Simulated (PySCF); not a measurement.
H₄BClSi, SMILES [SiH3]BCl, CAM-B3LYP/def2-SVP optimised geometry. Atoms within 1.6 Å of the plane z = 0.0 Å (x, y, z in Å): B1 (0.84, -0.29, 0.00), Cl2 (1.76, -1.12, 1.22), H3 (1.48, 0.28, -0.85), Si4 (-1.18, -0.29, 0.00), H5 (-1.67, -0.94, -1.25), H6 (-1.68, 1.12, 0.00), H7 (-1.76, -1.00, 1.17).

Computed with CAM-B3LYP/def2-TZVP run with PySCF. Cells within 0.4 Å of a nucleus heavier than hydrogen are left out (blank, or x).

Map of the deformation density (molecule minus spherical neutral atoms) (e/bohr³) on the plane z = 0.0 Å:

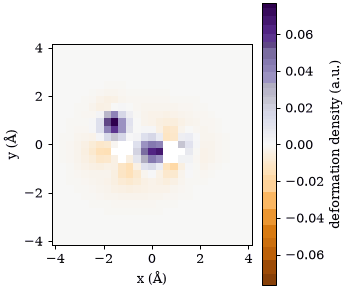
Figure. Deformation density (molecule minus spherical neutral atoms) (e/bohr³) on the plane z = 0.0 Å.
